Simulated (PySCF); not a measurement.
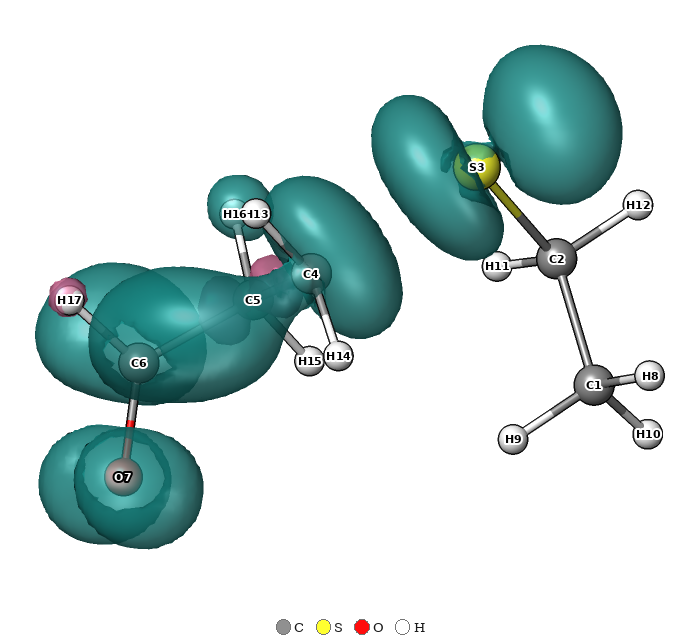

Figure. C5H10OS (charge −1, doublet). Isosurfaces of the spin density (α minus β) at +0.015 (teal) and −0.015 e/Å³ (pink), seen across its widest extent.

Geometry: GFN2-xTB.

Computed with UKS B3LYP, pcH-1 on C H O S, non-relativistic, mean-field spin-orbit, GIAO in PySCF.

```xyz
17

C    -2.2693    0.1024   -0.6403
C    -1.6553   -1.0728    0.1005
S    -0.9355   -0.6073    1.7054
C     0.7283    0.4439    0.8696
C     1.5560   -0.2513   -0.1765
C     2.6311    0.7682   -0.3557
O     2.6719    1.6328   -1.2567
H    -3.0077    0.5937   -0.0086
H    -1.5013    0.8269   -0.8991
H    -2.7556   -0.2324   -1.5590
H    -0.8753   -1.5476   -0.4971
H    -2.4203   -1.8179    0.3328
H     1.2683    0.6088    1.7959
H     0.2651    1.3593    0.5194
H     1.0032   -0.3970   -1.1058
H     1.9349   -1.2086    0.1940
H     3.3545    0.8108    0.4837
```

> Which atoms carry the spin?

The unpaired spin (1 electron) lies mostly on S3 (about 0.2), O7 (about 0.2), C6 (about 0.2) and C4 (about 0.2), in electrons by Hirshfeld's partition.
